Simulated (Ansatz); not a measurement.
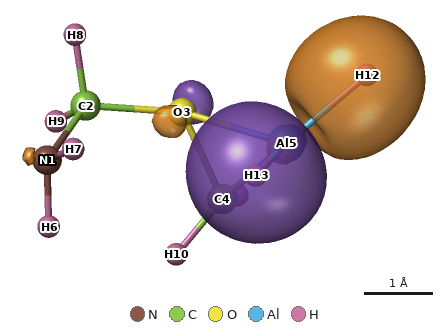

C₂H₈AlNO. The HOMO−1 at ±0.15 Å⁻³ᐟ² (orange and purple are the two phases), seen from one side.

Geometry: PBE0-D4/def2-TZVP.

Level of theory: RKS PBE0-D4/def2-TZVPP (Ansatz).

Input file:

```
crystal:
  periodic: [false, false, false]
  atoms:
    - {symbol: N, position_ang: [-1.186336, -1.031563, 0.983258]}
    - {symbol: C, position_ang: [0.098411, -1.274033, 0.462771]}
    - {symbol: O, position_ang: [0.667267, -0.234158, -0.373552]}
    - {symbol: C, position_ang: [0.943752, 1.101917, 0.215876]}
    - {symbol: Al, position_ang: [0.049155, 1.191204, -1.514562]}
    - {symbol: H, position_ang: [-1.216533, -0.298442, 1.676391]}
    - {symbol: H, position_ang: [-1.881312, -0.859743, 0.269627]}
    - {symbol: H, position_ang: [0.082012, -2.148031, -0.189791]}
    - {symbol: H, position_ang: [0.807971, -1.432539, 1.277919]}
    - {symbol: H, position_ang: [0.341211, 1.248506, 1.113710]}
    - {symbol: H, position_ang: [2.007232, 1.174310, 0.434134]}
    - {symbol: H, position_ang: [0.847296, 1.246128, -2.882276]}
    - {symbol: H, position_ang: [-1.539925, 1.281745, -1.458504]}
basis:
  gaussian: {orbitals: def2-TZVPP}
hamiltonian: {xc: pbe0, dispersion: d4}
output: {orbitals: {seedname: orbitals}}
```

Run with:

```sh
ansatz run in.yaml --threads 4 --pin off --events-out ev --progress --plain --max-ram 10444MiB
```

Question: Where does this orbital lie, and at what energy?

Answer: Its weight (Hirshfeld) is mainly on Al5 (about 35 %), H13 (about 35 %) and H12 (about 25 %). Its energy is −7.92 eV.
